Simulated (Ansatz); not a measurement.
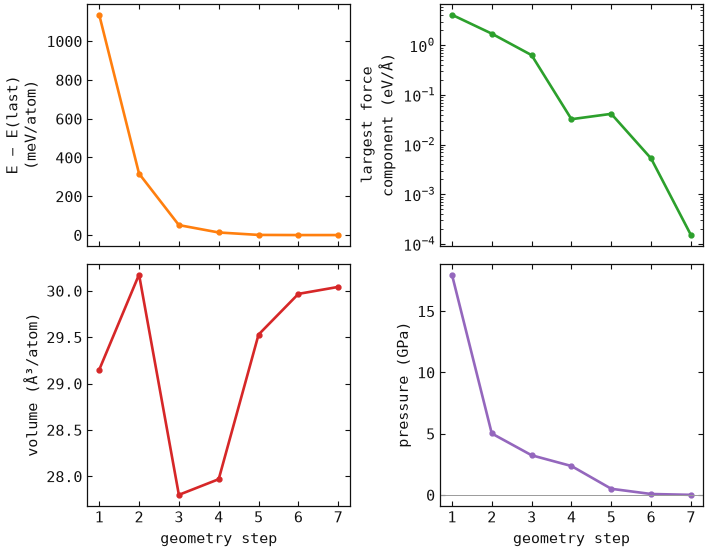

History of a geometry optimisation. Cd4Sn (P-43m, 5 atoms in the cell); DFT, PAW plane waves, PBE in Ansatz 0.2.0; cutoff 420 eV, 4×4×4 k-mesh, Fermi–Dirac smearing of 0.1 eV. Atoms and cell relax. A closing SCF on a freshly chosen basis isn't drawn.

The optimisation met its thresholds at geometry 7, counting the start as the first. The energy fell by about 1100 meV/atom from the first step to the last. The largest force component goes from about 4.1 eV/Å at the start to 1.5 × 10⁻⁴ eV/Å at the end. The volume grows from 29.1 to 30.0 Å³ per atom (+3 %), as the pressure goes from 18 GPa to about 0 GPa.
